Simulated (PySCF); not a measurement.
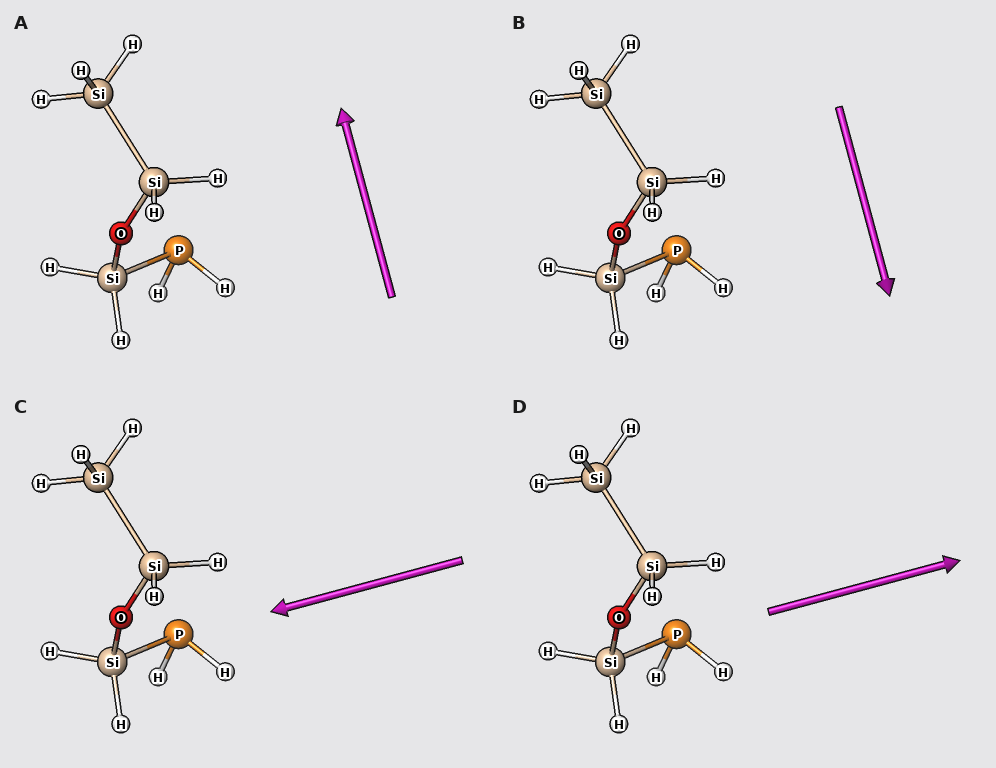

The same molecule four times, each with an arrow. The geometry was computed by an optimisation with GFN2-xTB. No frequency run is at hand to confirm it as a minimum. Method: ωB97X-D/def2-SVPD, gas phase (PySCF 2.14.0).

**Which arrow points along the dipole moment, from the negative to the positive end?**

B. The dipole moment is 0.60 D.

The geometry is semi-empirical. Around P, Si such bond lengths and angles can be off by a tenth of an ångström or more and by several degrees, and values that hang on the shape move with them.
